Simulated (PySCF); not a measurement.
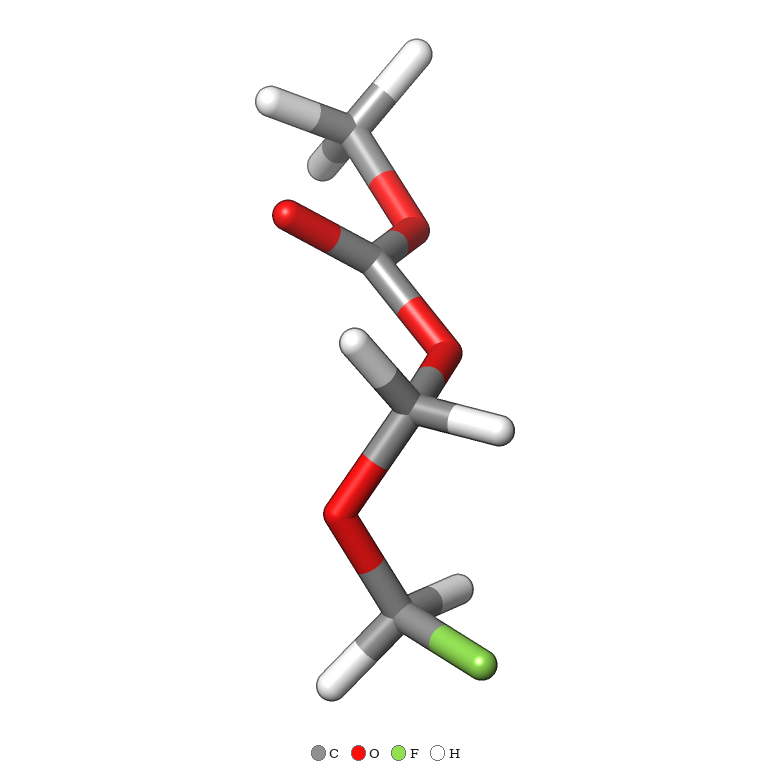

Rendered structure (stick style).

Computed geometry: GFN2-xTB optimisation. No frequency run is at hand to confirm it as a minimum.

What does the picture show?

It has 16 atoms: 4 carbon, 7 hydrogen, 1 fluorine and 4 oxygen (C4H7FO4). Its SMILES string is `COC(=O)OCOCF`. It has no ring. Among its groups: ether, C–F bond. This geometry has C1 symmetry. Coordination: 3 C tetrahedral; 3 O bent; 1 C trigonal planar.

More results for the same structure follow; atom numbers are the same in all pictures, views and colours differ.

### NMR shielding

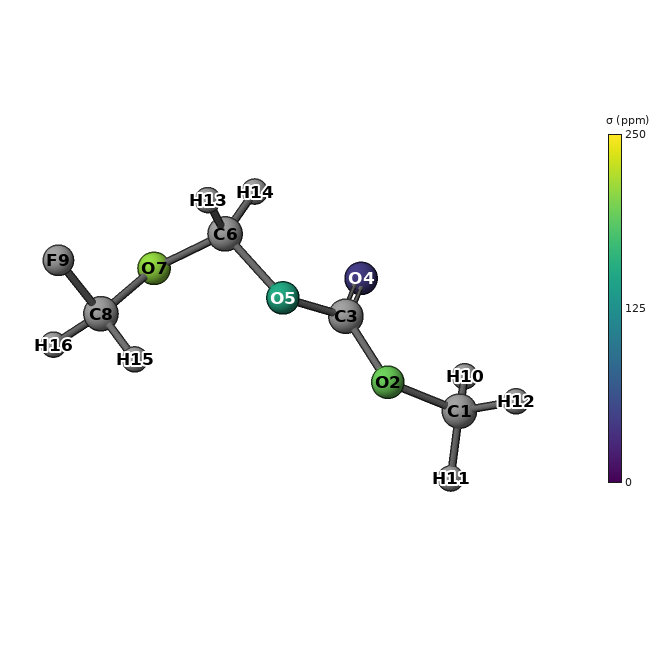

Atoms are coloured by their isotropic NMR shieldings (O only, the others grey). No frequency run is at hand to confirm it as a minimum. Properties computed with GIAO PBE0/pcSseg-1 NMR shielding, non-relativistic, gas phase (PySCF 2.14.0).

Give the isotropic NMR shieldings of the O atoms atom by atom.

```tsv
atom	σ (ppm)
O2	194.0
O4	44.5
O5	150.5
O7	209.6
```

### Electronic properties

No frequency run is at hand to confirm it as a minimum. Method: PBE0/pcSseg-1, gas phase (PySCF 2.14.0).

**What is the HOMO–LUMO gap?**

9.77 eV.

**Give the dipole moment at this level.**

2.35 D.

**Estimate the HOMO energy (Kohn–Sham orbital).**

−8.82 eV.

### Quadrupole coupling

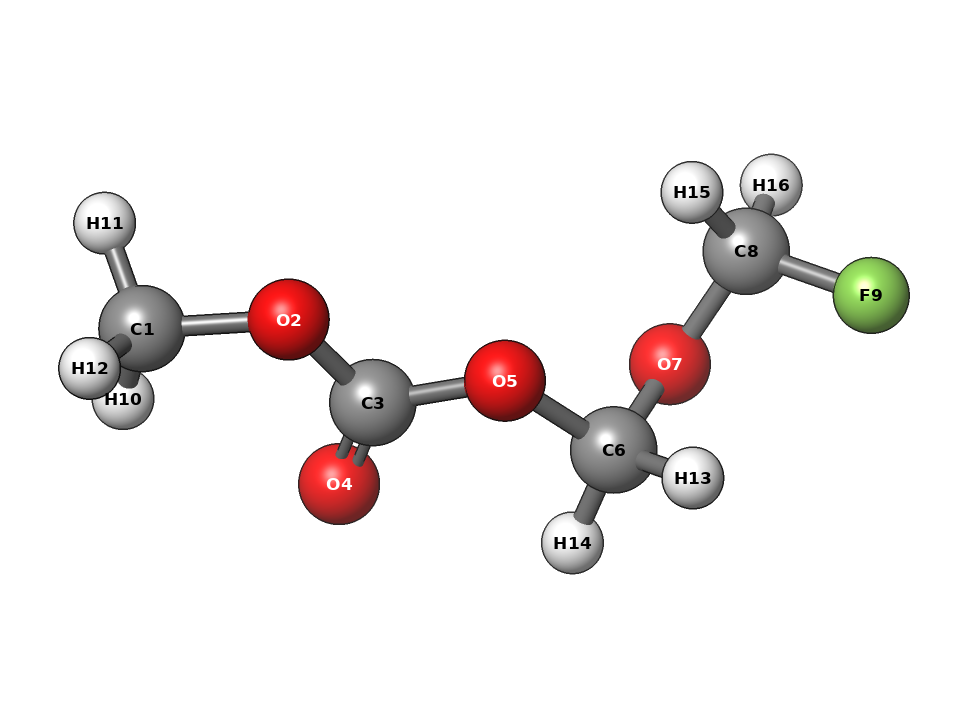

No frequency run is at hand to confirm it as a minimum. Electric field gradients from the ground-state density, PBE0/pcSseg-1 (PySCF 2.14.0), non-relativistic apart from any core potentials.

Give the largest field-gradient component, the quadrupole coupling constant and the asymmetry for 17O at O2 (Q = −25.6 mb), 17O at O4 (Q = −25.6 mb), 17O at O5 (Q = −25.6 mb), 17O at O7 (Q = −25.6 mb), 2H at H10 (Q = 2.86 mb), 2H at H11 (Q = 2.86 mb), 2H at H12 (Q = 2.86 mb), 2H at H13 (Q = 2.86 mb).

| atom | V_zz (a.u.) | e²qQ/h (MHz) | η |
| --- | --- | --- | --- |
| O2 | 1.824 | −10.97 | 0.45 |
| O4 | −1.353 | 8.14 | 0.18 |
| O5 | 1.786 | −10.74 | 0.45 |
| O7 | 1.894 | −11.39 | 0.77 |
| H10 | 0.289 | 0.194 | 0.09 |
| H11 | 0.302 | 0.203 | 0.08 |
| H12 | 0.300 | 0.202 | 0.08 |
| H13 | 0.277 | 0.186 | 0.04 |

### Charges

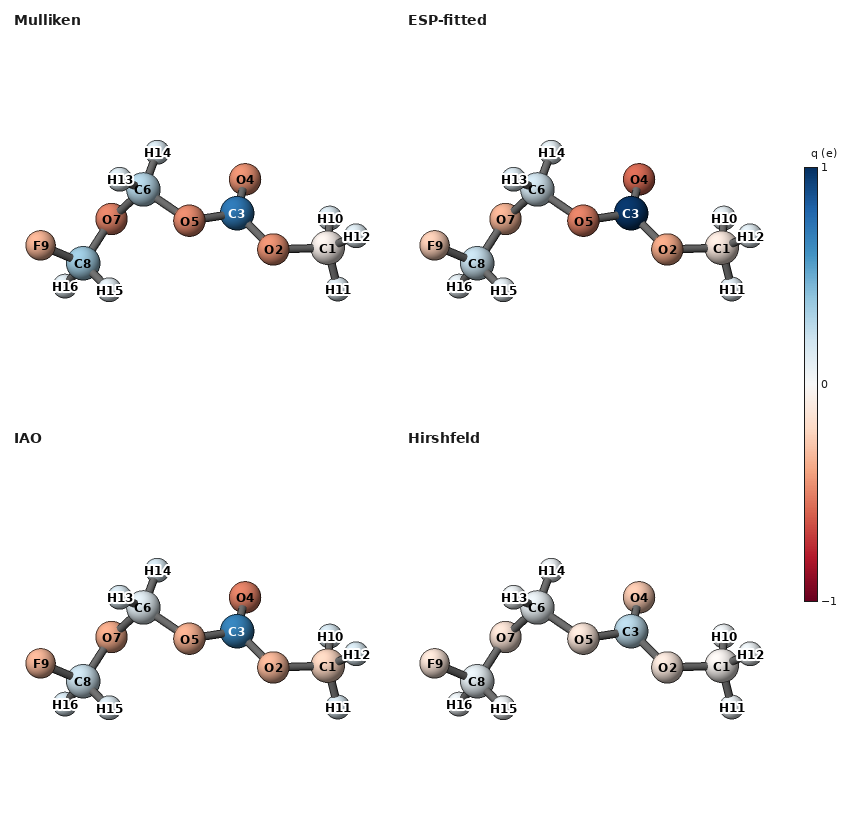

Atomic charges of one calculation by 4 schemes, on one colour scale. No frequency run is at hand to confirm it as a minimum. Level of theory: PBE0/pcSseg-1 (PySCF 2.14.0).

**On which atom do the schemes disagree most?**

On C3 (from 0.27 to 0.97 e).

List the charges (e), one line for each set of equivalent atoms.

```tsv
atom	Mulliken	ESP-fitted	IAO	Hirshfeld
C1	−0.05	−0.10	−0.22	−0.03
O2	−0.45	−0.38	−0.33	−0.11
C3	0.71	0.97	0.67	0.27
O4	−0.45	−0.56	−0.50	−0.26
O5	−0.47	−0.49	−0.36	−0.12
C6	0.29	0.19	0.12	0.07
O7	−0.49	−0.34	−0.37	−0.14
C8	0.36	0.23	0.21	0.09
F9	−0.34	−0.25	−0.33	−0.13
H10	0.14	0.09	0.17	0.05
H11	0.13	0.12	0.16	0.06
H12	0.13	0.11	0.16	0.06
H13	0.13	0.13	0.15	0.05
H14	0.15	0.09	0.18	0.05
H15	0.10	0.09	0.13	0.04
H16	0.12	0.10	0.16	0.06
```

Mulliken values depend strongly on the basis set and can even reverse the polarity of a bond.
